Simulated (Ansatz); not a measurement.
# AlOs (Pm-3m): phonons and vibrational spectra

How does AlOs (Pm-3m) vibrate, and is this structure a minimum?

Method: DFT PBEsol, scalar-relativistic, plane waves, PAW, in Ansatz 0.2.0.

### Step 1. The starting structure

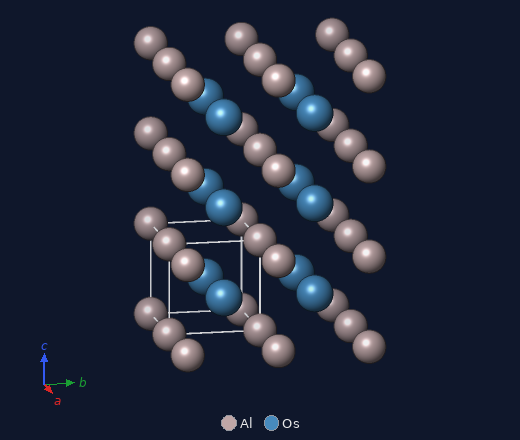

The starting structure, seen slightly off an axis (aluminium light grey, osmium blue). 2×2×3 cells are drawn. Some periodic images of atoms are drawn too.

### Step 2. Bringing the structure to rest

The cell and atoms are relaxed, since residual forces and stress would shift the frequencies.

File input.yaml:

```yaml
crystal:
  lattice:
    - [2.99791198, 0.0, 0.0]
    - [0.0, 2.99791198, 0.0]
    - [0.0, 0.0, 2.99791198]
  atoms:
    - { symbol: Al, position: [0.0, 0.0, 0.0] }
    - { symbol: Os, position: [0.5, 0.5, 0.5] }
kpoints:
  mp_grid: { grid: [12, 12, 12] }
hamiltonian:
  xc: pbesol
scf:
  occupations: { method: gaussian, width: 0.1 }
output:
  forces: true
  stress: true
  eigenvalues: true
  write_density: true
  write_potential: true
  elf: true
  volumetric_format: npy
relax:
  adjacent_minimum: "off"
  f_tol: 0.005
  max_steps: 80
  cell: { stress_tol: 0.05 }
```

The run is started by

```sh
$ ansatz run input.yaml --threads 4 --pin off --max-ram 7168MiB --backend cpu --events-out ev --progress --plain --runs-dir out
```

Numbers of over 12 decimals in the logs are rounded to 6 here.

The log of the run:

```text
Engine: ansatz 0.2.0, aarch64-unknown-linux-gnu
Pseudopotentials: kind: paw
Pseudopotential: Al, paw, valence charge 3, recommended cutoff 420 eV (normal), Al.paw.azcp
Pseudopotential: Os, paw, valence charge 16, recommended cutoff 420 eV (normal), Os.paw.azcp
Functional definition: PBEsol
  exchange = pbesol_x
  correlation = pbesol_c
Crystal: 2 atoms, lattice volume = 26.944 Å³
Basis set: ecut = 420 eV, 515 PW (Γ), exchange–correlation on 48×48×48 points (8 copies of the dense FFT grid, shifted against one another)
Bands: 14, of which v1, the nominal top of the filled ones, is band 10 counted from 1 (9 counted from 0)
Symmetry: 48 space group operations
Space group: Pm-3m (ITA 221), of the structure as read, at distance tolerance 3.0e-5 Å
k-points: 84 of 1728
Non-local potential: Al, projectors of the file, l = 0: 2, l = 1: 2, l = 2: 1
Non-local potential: Os, projectors of the file, l = 0: 3, l = 1: 2, l = 2: 2, l = 3: 1
PAW form: soft (Blöchl's): semilocal exchange-correlation on the pseudo side does not see the compensation charge
PAW frozen core: Al, regenerated for the run's functional, and the local potential with it (the file was generated under x = pbe(κ = 0.804, μ = 0.219515), c = pbe(β = 0.066725))
PAW frozen core: Os, regenerated for the run's functional, and the local potential with it (the file was generated under x = pbe(κ = 0.804, μ = 0.219515), c = pbe(β = 0.066725))
PAW one-centre angular grid: Al, 110 points (default); XC on 64 Gauss nodes
PAW one-centre angular grid: Os, 590 points (default); XC on 64 Gauss nodes
Initial density: superposition of atomic densities (neutral atoms: chi_scale 0, normalization atom), corrected by the library's trained network
Initial wavefunctions: pseudopotential atomic-orbital guess
Functional: x = pbesol(κ = 0.804, μ = 0.123457), c = pbesol(β = 0.046)
SCF iter   1: F=—  HF=-11776.329214 eV  |F-HF|=—  |Δ(HF+E_count)|=         —  Δρ=5.73e-3  dr2=5.68e-3  ethr=1.77e-3  ⟨swp⟩=4.3  Hψ=5578  notcnv=0
preconditioner: auto → none  [metal: Δε(μ)=0.026 eV  Ē_g=9.349 eV  σ=0.100 eV  W_gap=0.15  n_scr=6 (ndim 8)  ℏωp=23.7 eV  f_vac=0.000  D(μ)=1.25/eV (n_scr^D=6)  sad-step TF]
SCF iter   2: F=—  HF=-11776.328664 eV  |F-HF|=—  |Δ(HF+E_count)|=   5.51e-4  Δρ=3.33e-3  dr2=2.28e-3  ethr=2.99e-5  ⟨swp⟩=1.0  Hψ=1848  notcnv=0
SCF iter   3: F=—  HF=-11776.328121 eV  |F-HF|=—  |Δ(HF+E_count)|=   5.43e-4  Δρ=2.50e-4  dr2=4.20e-6  ethr=1.20e-5  ⟨swp⟩=2.1  Hψ=1438  notcnv=0
SCF iter   4: F=—  HF=-11776.328103 eV  |F-HF|=—  |Δ(HF+E_count)|=   1.81e-5  Δρ=1.97e-5  dr2=7.61e-8  ethr=2.21e-8  ⟨swp⟩=2.3  Hψ=1624  notcnv=0
iter 5 did not close the SCF: its close was put off for the readings that it lacked (scf_convergence_deferred on its scf_iter line)
SCF iter   5: F=-11776.328103 eV  HF=-11776.328103 eV  |F-HF|=1.16e-9  |Δ(HF+E_count)|=  3.22e-10  Δρ=2.28e-6  dr2=1.35e-9  ethr=4.00e-10  ⟨swp⟩=2.3  Hψ=1592  notcnv=0
SCF iter   6: F=-11776.328103 eV  HF=-11776.328103 eV  |F-HF|=0.00e0  |Δ(HF+E_count)|=  3.71e-10  Δρ=2.17e-7  dr2=8.62e-12  ethr=7.09e-12  ⟨swp⟩=4.8  Hψ=5763  notcnv=0
SCF 1 converged in 6 iterations: F = -11776.328103 eV  dr2 = 8.62e-12
  greatest PAW one-centre occupation: 1.000 electrons in one spin orbital (limit 2), on the Os atom at site 1 (counted from 0), in its partial waves of l = 0
relax step   1: F+E_penalty+E_count = -11776.32810272 eV  Δ(F+E_penalty+E_count) = +0.000e0 eV  max|allowed force component| = 4.360e-29 eV/Å  Δτ_max = 0.0000 Å  P = -1.356 GPa  Ω = 26.944 Å³  (6 SCF iters, accepted)
Crystal: 2 atoms, lattice volume = 26.722 Å³
Basis set: ecut = 420 eV, 485 PW (Γ), exchange–correlation on 48×48×48 points (8 copies of the dense FFT grid, shifted against one another)
Initial density: handed on by an earlier stage of this run
Initial wavefunctions: those handed on with the density
iter 1 solved again at ethr=2.16e-7 eV; its pass at ethr=3.10e-3 eV (dr2=4.10e-5 eV) is discarded
SCF iter   1: F=—  HF=-11776.328688 eV  |F-HF|=—  |Δ(HF+E_count)|=         —  Δρ=4.20e-4  dr2=4.13e-5  ethr=2.16e-7  ⟨swp⟩=2.0  Hψ=6970  notcnv=0
preconditioner: auto → none  [metal: Δε(μ)=0.019 eV  Ē_g=9.416 eV  σ=0.100 eV  W_gap=0.11  n_scr=6 (ndim 8)  ℏωp=23.8 eV  f_vac=0.000  D(μ)=1.28/eV (n_scr^D=6)]
SCF iter   2: F=—  HF=-11776.328651 eV  |F-HF|=—  |Δ(HF+E_count)|=   3.67e-5  Δρ=1.79e-4  dr2=5.33e-6  ethr=2.16e-7  ⟨swp⟩=2.0  Hψ=1507  notcnv=0
iter 3 did not close the SCF: its close was put off for the readings that it lacked (scf_convergence_deferred on its scf_iter line)
SCF iter   3: F=-11776.328647 eV  HF=-11776.328647 eV  |F-HF|=7.66e-8  |Δ(HF+E_count)|=   4.11e-6  Δρ=1.91e-5  dr2=8.56e-8  ethr=2.80e-8  ⟨swp⟩=2.1  Hψ=1477  notcnv=0
iter 4 did not close the SCF: its close was put off for the readings that it lacked (scf_convergence_deferred on its scf_iter line)
SCF iter   4: F=-11776.328647 eV  HF=-11776.328647 eV  |F-HF|=2.91e-11  |Δ(HF+E_count)|=   3.25e-8  Δρ=2.16e-6  dr2=3.47e-10  ethr=4.51e-10  ⟨swp⟩=2.3  Hψ=1639  notcnv=0
iter 5 did not close the SCF: its close was put off for the readings that it lacked (scf_convergence_deferred on its scf_iter line)
SCF iter   5: F=-11776.328647 eV  HF=-11776.328647 eV  |F-HF|=3.64e-12  |Δ(HF+E_count)|=  1.46e-11  Δρ=1.08e-7  dr2=2.27e-12  ethr=1.83e-12  ⟨swp⟩=2.5  Hψ=1972  notcnv=0
SCF iter   6: F=-11776.328647 eV  HF=-11776.328647 eV  |F-HF|=1.82e-12  |Δ(HF+E_count)|=  5.46e-12  Δρ=1.85e-8  dr2=5.96e-14  ethr=1.00e-12  ⟨swp⟩=3.1  Hψ=4008  notcnv=0
SCF 2 converged in 6 iterations: F = -11776.328647 eV  dr2 = 5.96e-14
relax step   2: F+E_penalty+E_count = -11776.32864684 eV  Δ(F+E_penalty+E_count) = -5.441e-4 eV  max|allowed force component| = 4.470e-30 eV/Å  Δτ_max = 0.0000 Å  P = +0.709 GPa  Ω = 26.722 Å³  energy of the carried Pulay correction = +8.609e-5 eV  (6 SCF iters, dr2 threshold 2.00e-7 eV, accepted)
Crystal: 2 atoms, lattice volume = 26.798 Å³
iter 1 solved again at ethr=2.32e-8 eV; its pass at ethr=3.10e-3 eV (dr2=4.40e-6 eV) is discarded
SCF iter   1: F=—  HF=-11776.328803 eV  |F-HF|=—  |Δ(HF+E_count)|=         —  Δρ=1.43e-4  dr2=4.80e-6  ethr=2.32e-8  ⟨swp⟩=2.0  Hψ=6939  notcnv=0
preconditioner: auto → none  [metal: Δε(μ)=0.019 eV  Ē_g=9.392 eV  σ=0.100 eV  W_gap=0.11  n_scr=6 (ndim 8)  ℏωp=23.8 eV  f_vac=0.000  D(μ)=1.29/eV (n_scr^D=6)]
SCF iter   2: F=—  HF=-11776.328783 eV  |F-HF|=—  |Δ(HF+E_count)|=   2.03e-5  Δρ=6.14e-5  dr2=6.34e-7  ethr=2.32e-8  ⟨swp⟩=2.0  Hψ=1508  notcnv=0
iter 3 did not close the SCF: its close was put off for the readings that it lacked (scf_convergence_deferred on its scf_iter line)
SCF iter   3: F=-11776.328783 eV  HF=-11776.328783 eV  |F-HF|=8.49e-9  |Δ(HF+E_count)|=   4.86e-7  Δρ=6.38e-6  dr2=9.52e-9  ethr=3.34e-9  ⟨swp⟩=2.1  Hψ=1480  notcnv=0
iter 4 did not close the SCF: its close was put off for the readings that it lacked (scf_convergence_deferred on its scf_iter line)
SCF iter   4: F=-11776.328783 eV  HF=-11776.328783 eV  |F-HF|=7.28e-12  |Δ(HF+E_count)|=   3.61e-9  Δρ=7.41e-7  dr2=4.47e-11  ethr=5.01e-11  ⟨swp⟩=2.3  Hψ=1643  notcnv=0
iter 5 did not close the SCF: its close was put off for the readings that it lacked (scf_convergence_deferred on its scf_iter line)
SCF iter   5: F=-11776.328783 eV  HF=-11776.328783 eV  |F-HF|=5.46e-12  |Δ(HF+E_count)|=  5.46e-12  Δρ=3.64e-8  dr2=3.08e-13  ethr=1.00e-12  ⟨swp⟩=1.0  Hψ=1185  notcnv=0
SCF iter   6: F=-11776.328783 eV  HF=-11776.328783 eV  |F-HF|=1.82e-12  |Δ(HF+E_count)|=  3.64e-12  Δρ=7.32e-9  dr2=7.64e-15  ethr=1.00e-12  ⟨swp⟩=3.0  Hψ=3884  notcnv=0
SCF 3 converged in 6 iterations: F = -11776.328783 eV  dr2 = 7.64e-15
relax step   3: F+E_penalty+E_count = -11776.32878257 eV  Δ(F+E_penalty+E_count) = -1.357e-4 eV  max|allowed force component| = 2.687e-30 eV/Å  Δτ_max = 0.0000 Å  P = -0.007 GPa  Ω = 26.798 Å³  energy of the carried Pulay correction = +5.662e-5 eV  (6 SCF iters, dr2 threshold 2.00e-7 eV, accepted)
Initial wavefunctions: pseudopotential atomic-orbital guess (no wavefunctions were taken with the density)
iter 1 solved again at ethr=3.38e-9 eV; its pass at ethr=3.10e-3 eV (dr2=6.43e-7 eV) is discarded
SCF iter   1: F=—  HF=-11776.328739 eV  |F-HF|=—  |Δ(HF+E_count)|=         —  Δρ=1.15e-5  dr2=4.95e-9  ethr=3.38e-9  ⟨swp⟩=3.1  Hψ=9152  notcnv=0
SCF iter   2: F=—  HF=-11776.328721 eV  |F-HF|=—  |Δ(HF+E_count)|=   1.81e-5  Δρ=5.49e-6  dr2=1.02e-9  ethr=2.60e-11  ⟨swp⟩=2.2  Hψ=1810  notcnv=0
iter 3 did not close the SCF: its close was put off for the readings that it lacked (scf_convergence_deferred on its scf_iter line)
SCF iter   3: F=-11776.328721 eV  HF=-11776.328721 eV  |F-HF|=7.28e-12  |Δ(HF+E_count)|=  2.00e-10  Δρ=3.36e-7  dr2=4.01e-12  ethr=5.35e-12  ⟨swp⟩=2.8  Hψ=1640  notcnv=0
iter 4 did not close the SCF: its close was put off for the readings that it lacked (scf_convergence_deferred on its scf_iter line)
SCF iter   4: F=-11776.328721 eV  HF=-11776.328721 eV  |F-HF|=5.46e-12  |Δ(HF+E_count)|=    0.00e0  Δρ=6.06e-8  dr2=2.39e-13  ethr=1.00e-12  ⟨swp⟩=1.0  Hψ=1176  notcnv=0
iter 5 did not close the SCF: its close was put off for the readings that it lacked (scf_convergence_deferred on its scf_iter line)
SCF iter   5: F=-11776.328721 eV  HF=-11776.328721 eV  |F-HF|=0.00e0  |Δ(HF+E_count)|=  5.46e-12  Δρ=6.74e-9  dr2=9.79e-15  ethr=1.00e-12  ⟨swp⟩=1.0  Hψ=1176  notcnv=0
iter 6 did not close the SCF: its close was put off for the readings that it lacked (scf_convergence_deferred on its scf_iter line)
SCF iter   6: F=-11776.328721 eV  HF=-11776.328721 eV  |F-HF|=3.64e-12  |Δ(HF+E_count)|=  1.82e-12  Δρ=8.64e-10  dr2=1.28e-16  ethr=1.00e-12  ⟨swp⟩=1.0  Hψ=1176  notcnv=0
SCF iter   7: F=-11776.328721 eV  HF=-11776.328721 eV  |F-HF|=3.64e-12  |Δ(HF+E_count)|=  3.64e-12  Δρ=1.04e-10  dr2=1.84e-18  ethr=1.00e-12  ⟨swp⟩=1.2  Hψ=2811  notcnv=0
SCF 4 converged in 7 iterations: F = -11776.328721 eV  dr2 = 1.84e-18
relax step   4: F+E_penalty+E_count = -11776.32872120 eV  Δ(F+E_penalty+E_count) = +6.137e-5 eV  max|allowed force component| = 8.932e-30 eV/Å  Δτ_max = 0.0000 Å  P = -0.007 GPa  Ω = 26.798 Å³  stress off target by 6.84e-3 GPa  SCF on the basis re-selected at this cell (its energy is not comparable with the rows above)  (7 SCF iters)
basis re-selected at this cell: Δ(F+E_penalty+E_count) = +6.137e-5 eV, ΔP = -0.000 GPa vs the last step (what re-selecting the basis moved, of the pressure what is left beyond the Pulay correction that the steps carried, after the strain that the cell walked since its last selection, with what the two solves' SCF thresholds leave and, on support functions, any second-order correction that the steps lacked; it is no m [...]
SCF converged after 7 iterations
Free energy (F): -11776.328721 eV
Harris-Foulkes:  -11776.328721 eV  (|F-HF|=3.64e-12)
Internal energy: -11776.322287 eV  (E = F + TS)
E sigma→0 (E₀):  -11776.325504 eV
Entropy (-TS):   -0.006434 eV (-3.217 meV/atom)
Fermi energy:    17.585591 eV
--- Per-component energies (eV) ---
  E_band       = -141.438538
  E_kinetic    = 592.232815
  E_local      = -1275.027314  (includes V_loc(G=0)·N_el)
  E_nonlocal   = 11.534033
  E_hartree    = 531.151007
  E_xc         = -306.803353
  E_vxc        = -315.707577  (∫ρ·V_xc dr)
  E_paw        = -9335.447121  (= ΣΔE_a)
  E_vpaw       = -216.772429  (= ΣTr[D̂ρ^β])
  E_aug_tail   = -0.000080  (compensation charges beyond the density's cutoff)
  E_ewald      = -1994.229346
  E_core_change = 0.267072  (= ΣΔE_core)
  E_smearing   = -0.006434  (= −TS)
  E_closure    = 0.000000  (closes the sum)
  Σ components = -11776.328721   (vs F -11776.328721, Δ=0.00e0)
--- Forces (eV/Å), atoms counted from 1 ---
  atom   1  Al    -0.00000000     0.00000000    -0.00000000
  atom   2  Os     0.00000000     0.00000000     0.00000000
  max |Σ_I F_I| component: 1.79e-29 eV/Å
--- Stress (GPa, compression-positive) ---
       -0.006841      -0.000000       0.000000
       -0.000000      -0.006841      -0.000000
        0.000000      -0.000000      -0.006841
  P = ⅓ Tr σ = -0.0068 GPa (-0.068 kbar)
--- Band table (eV; the first three rows and the last of 84) ---
  k-point 0: bands = [... 6 lower, 13.3534, 18.0043, 18.0043, 18.0043, 23.1569, 23.1569, 23.1569, 29.0912]
  k-point 1: bands = [... 6 lower, 13.4096, 17.7723, 17.7723, 18.0263, 22.5583, 23.4826, 23.4826, 28.6295]
  k-point 2: bands = [... 6 lower, 13.5535, 17.2374, 17.2374, 18.0872, 21.3896, 24.2961, 24.2961, 27.5763]
  k-point 83: bands = [... 6 lower, 12.3037, 19.7812, 19.9132, 19.9132, 21.0883, 21.0883, 21.0883, 26.2699]
--- Relaxed structure (3 steps of the walk, 3 accepted, 1 SCFs on fresh bases) ---
  F+E_penalty+E_count = -11776.32872120 eV   max|allowed force component| = 8.932e-30 eV/Å   (the final SCF, on the basis selected at the relaxed cell)
  cell:  # Å, volume = 26.7978 Å³
    - [2.992492, 0, 0]
    - [0, 2.992492, 0.0]
    - [0, 0.0, 2.992492]
  atoms:
    - { symbol: Al, position: [0, 0, 0] }
    - { symbol: Os, position: [0.5, 0.5, 0.5] }
```

Wall time 2.2 s (4 threads of Arm Neoverse V2, shared host); peak memory 0.33 GiB.

Step by step:

```csv
step,energy less that of the first step (eV),largest force component (eV/Å),pressure (GPa),volume (Å³)
1,0.0000,0.0000,-1.36,26.94
2,-0.0005,0.0000,0.71,26.72
3,-0.0007,0.0000,-0.01,26.80
4*,-0.0006,0.0000,-0.01,26.80
```

Relaxation steps marked * repeat the geometry before them on a plane-wave basis chosen anew for their cell, so energy and pressure can jump there.

Forces are held to the 48 operations that the run works with; a distortion that breaks them can't arise in this run.

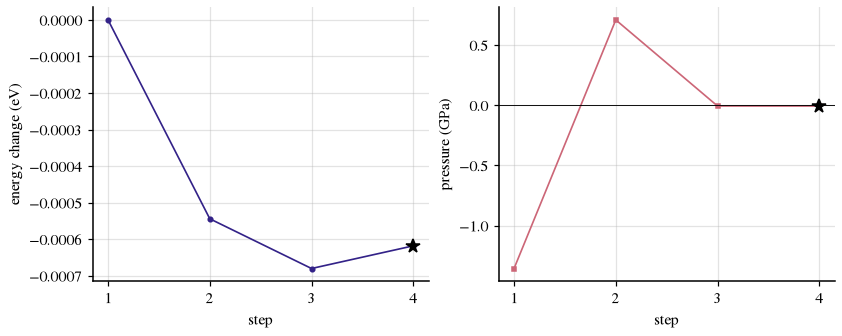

Energy and pressure along the relaxation. Stars mark steps on a basis chosen anew.

```csv
"conventional cell, symmetrised",before,after,change
a (Å),2.998,2.992,-0.2 %
b (Å),2.998,2.992,-0.2 %
c (Å),2.998,2.992,-0.2 %
volume (Å³/atom),13.47,13.40,-0.5 %
```

Final coordinates:

```xyz
2
Lattice="2.9925 0.0000 0.0000 0.0000 2.9925 0.0000 0.0000 0.0000 2.9925" Properties=species:S:1:pos:R:3 pbc="T T T"
Al    0.0000    0.0000    0.0000
Os    1.4962    1.4962    1.4962
```

Numbers from this step:

```
pressure          : -0.006841 GPa
volume per atom   : 13.40 Å³
gap on the k-mesh : 0 eV
```

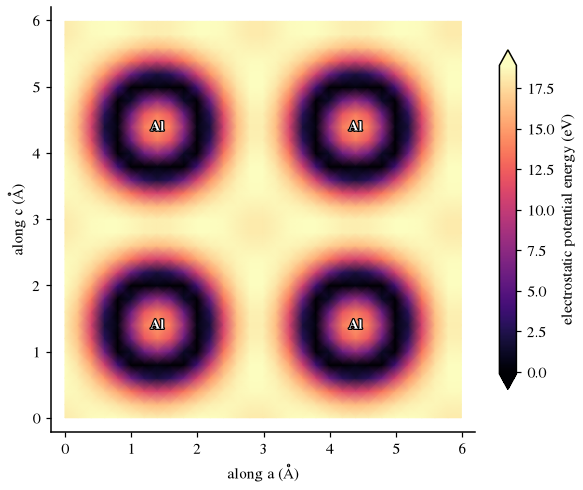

Electrostatic potential energy in the ac plane at fractional y = 0.000, with atoms of Al within 0.2 Å of it. With pseudopotentials it is smooth inside the atoms' cores, unlike the true potential. The map starts off the cell's origin, so that atoms lie inside it.

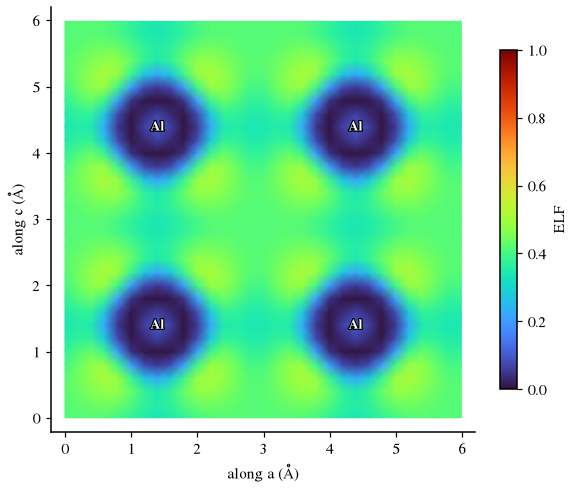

ELF in the ac plane at fractional y = 0.000, with atoms of Al within 0.2 Å of it. It is the smooth field of the valence electrons, not physical close to the nuclei. The map starts off the cell's origin, so that atoms lie inside it.

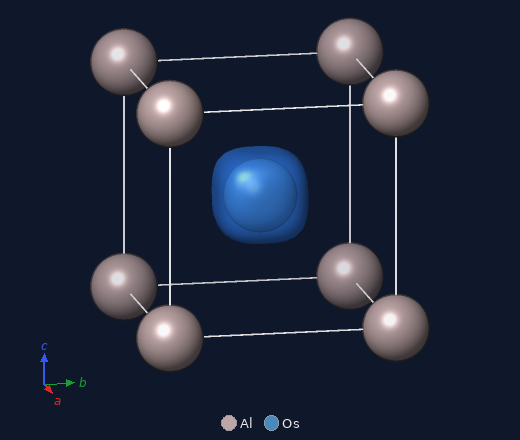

Surface of ELF = 0.63.

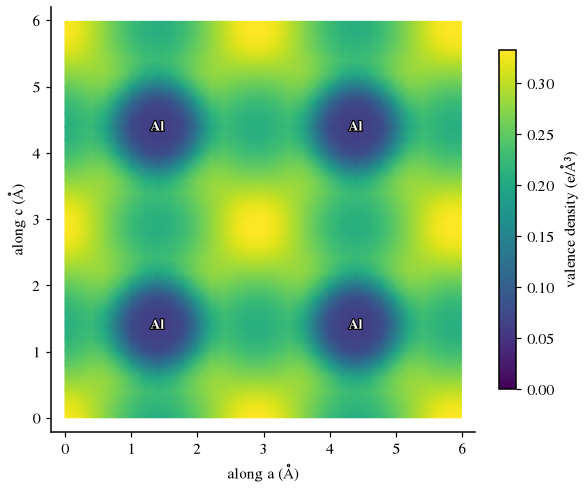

Valence density in the ac plane at fractional y = 0.000, with atoms of Al within 0.2 Å of it. It is the smooth field of the valence electrons, not physical close to the nuclei. The map starts off the cell's origin, so that atoms lie inside it.

In this step the volume went from 13.47 to 13.40 Å³/atom.

(Continued in part 2 of 2.)

[Logs are printed without paths, hosts, clocks, repeated set-up lines and the standing remarks that a program may print on its own settings, such as how far it seeks lower states.]

[Hosts, paths, dates, database ids (printed as entryN), source tags and the programs' standing remarks are cut or masked in the printed files.]
